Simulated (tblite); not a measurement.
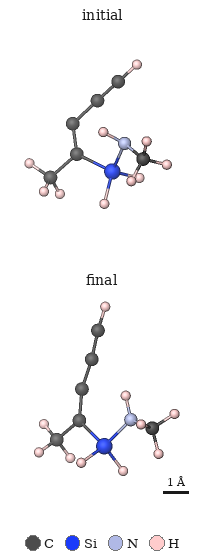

The structure of C6H10NSi (multiplicity 2) before (top) and after (bottom) a relaxation, at one scale.

The picture is a ball-and-stick view, seen from a free direction.

The calculation used GFN2-xTB geometry optimisation, gas phase (tblite 0.8.0). 

Question: What changed between the two?

Answer: The largest move after the best rigid fit is that of an H atom, 1.61 Å. By element the largest moves are H 1.61 Å, C 1.07 Å, Si 0.69 Å, N 0.54 Å. Near-neighbour distances that change, for instance: C–C 1.437 → 1.321 Å, N–Si 1.798 → 1.709 Å, C–Si 1.834 → 1.910 Å, H–N 1.063 → 1.009 Å. Bond angles that change, for instance: C–C–C 119.9° → 160.4°, Si–N–C 112.7° → 123.9°, Si–N–H 107.8° → 118.7°. Groups turn about C–Si by about 40°. Over 176 geometry steps the energy falls by 24.7 kcal/mol. Cost: 1.3 s on 1 thread of Arm Neoverse V2, on a shared host.
